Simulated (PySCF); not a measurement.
```xyz
15

C    -3.5909   -0.4518    1.1124
C    -2.8414   -0.0829    0.2477
Si   -1.6700    0.4782   -1.0744
C     0.0783    0.2313   -0.4331
C     0.8883   -0.7257   -0.8682
S     2.5242   -1.0866   -0.3612
C     2.8526    0.1650    0.9117
H    -4.2502   -0.7749    1.8667
H    -1.8992   -0.3230   -2.2804
H    -1.9020    1.9090   -1.3141
H     0.4204    0.9062    0.3398
H     0.5899   -1.4231   -1.6362
H     3.8534   -0.0348    1.2801
H     2.1318    0.0648    1.7182
H     2.8104    1.1562    0.4692
```

Geometry: GFN2-xTB.

Computed with PySCF, PBE0/pcSseg-1, SCF density, gas phase, non-relativistic.

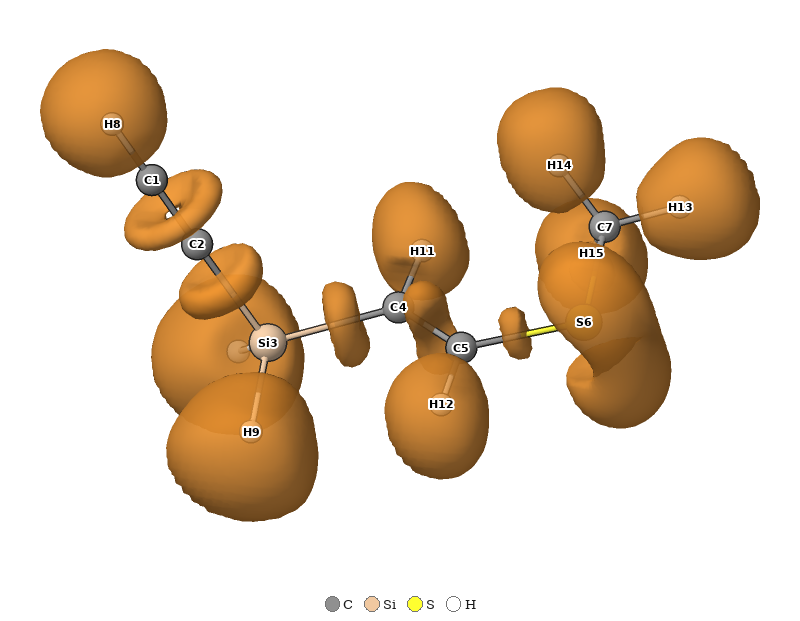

C$_{5}$H$_{8}$SSi. Isosurface of the ELF at 0.85 (orange), seen at a tilt. Only the valence region is drawn (cores and ρ < 0.01 e/Å³ removed).

> Where are the electrons localised?

At this value the surface marks out two regions between bonded C–C atoms (shared pairs), two regions between bonded C–S atoms (shared pairs), two regions between bonded C–Si atoms (shared pairs), eight regions around hydrogen nuclei and one lobe on S, pointing away from the bonds (lone pairs, which may merge into one lobe). Profiles from the grid: C–C (1.20 Å): the ELF peaks at about 0.85 between the atoms (a multiple bond). C–S (1.75 Å): the ELF peaks at about 0.90 between the atoms, as expected for a shared electron pair.
